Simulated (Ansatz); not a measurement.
# Which shape does a chain of Ir atoms take?

Several starts are relaxed for a free Ir wire one or two atoms wide. Which ends lowest, and how do the shapes conduct?

Set-up. Ansatz 0.2.0, plane waves with PAW datasets at the program's default cutoffs, Fermi-Dirac smearing of 0.05 eV, chains in boxes 7.5 Å wide or more, moments seeded when the perfect chain is relaxed. PBE, no spin-orbit coupling; each start relaxes its atoms and period within its symmetry. Energies are at zero smearing, an atom, against the lowest. Moments are absolute ones, the integral of |ρ↑ − ρ↓|.

Results:

```tsv
start	end shape	length an atom (Å)	shortest bond (Å)	moment an atom (μB)	energy (meV)	G (G₀)	gap (eV)
triangles	strip of triangles	1.22	2.44	0.65	0	7.98	0.00
zigzag	zigzag	2.00	2.27	0.29	211	2.50	0.00
linear	straight	2.28	2.28	0.65	843	5.00	0.00
dimer	straight	2.28	2.28	0.76	848	5.00	0.00
antiparallel	straight	2.28	2.28	0.00	882	5.86	0.00
```

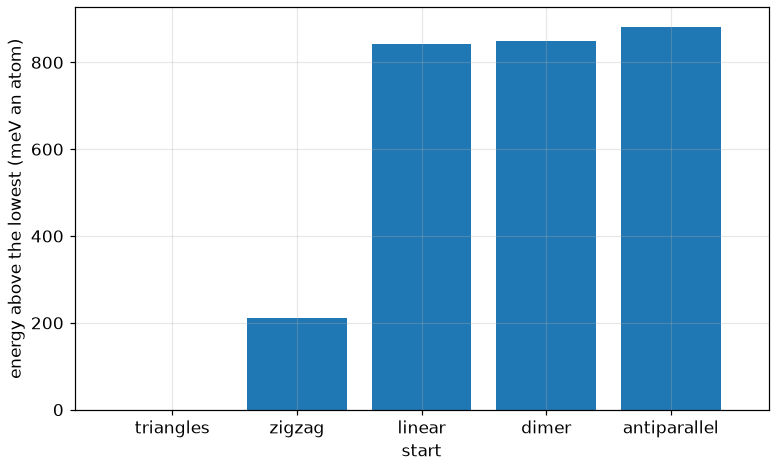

Energy of each relaxed start.

**Answer.** The lowest energy comes from the triangles start, which ends as a strip of triangles, 843 meV an atom under the linear chain with one atom a cell. The next lies 211 meV higher (zigzag start). The conductance runs from 2.50 G₀ (zigzag start) to 7.98 G₀ (triangles start).

What the numbers leave out: G is the ballistic value of the perfect, endless wire, half a G₀ a channel and spin, broadened at 300 K; a real contact scatters. Only planar forms with one or two atoms a cell were tried, each within the symmetry of its start; alternating bonds in a zigzag, helices and thicker wires were not. Meshes were fixed at the starting length, so energies are good to 15 or 20 meV and lengths to a few per cent; moments are the relaxation's, and the run that gives G can hold a somewhat different one. A wire pulled between tips is under tension, which favours longer forms than the free minimum. Spin-orbit coupling matters for this element. Series of this kind are told only where this holds: four starts or more, in boxes that share their narrower side and keep the chain far from its images. 25 of 55 did.

[Logs are printed without paths, hosts, clocks, repeated set-up lines and the standing remarks that a program may print on its own settings, such as how far it seeks lower states.]
